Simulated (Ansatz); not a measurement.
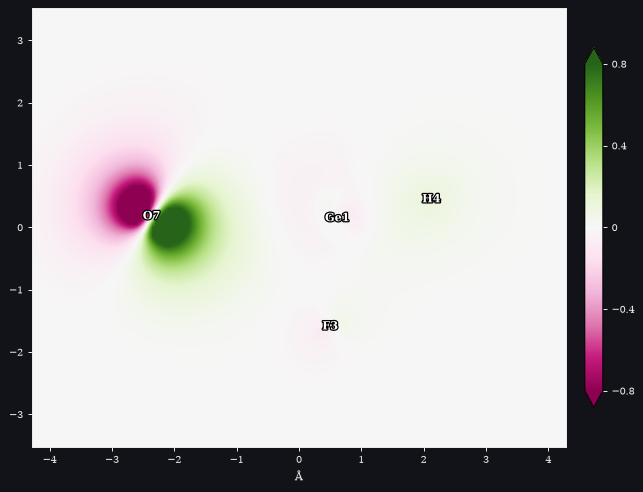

*FGeH3O···H2O. The HOMO on the plane of atoms F3, Ge1 and H4 (values in Å⁻³ᐟ²; the overall sign is arbitrary).*

Not at a stationary point (largest force 1.0 eV/Å).

Method: Ansatz 0.2.0, RKS B3LYP/def2-SVP.

```xyz
9

Ge   -0.1165    0.1597    0.0805
H     0.3738    0.2369    1.5408
F     1.2313    0.3063   -1.0117
H    -1.1114    1.2443   -0.3715
O    -0.9088   -1.4265   -0.1017
H    -1.4598   -1.5098   -0.8942
O     1.3528   -2.0936    1.3456
H     0.5942   -2.4550    0.8577
H     0.9174   -1.4950    1.9945
```

Describe this orbital and give its energy.

By Hirshfeld shares it lies mainly on O7 (about 80 %); largely a lone pair of O7. Its energy is −7.94 eV.
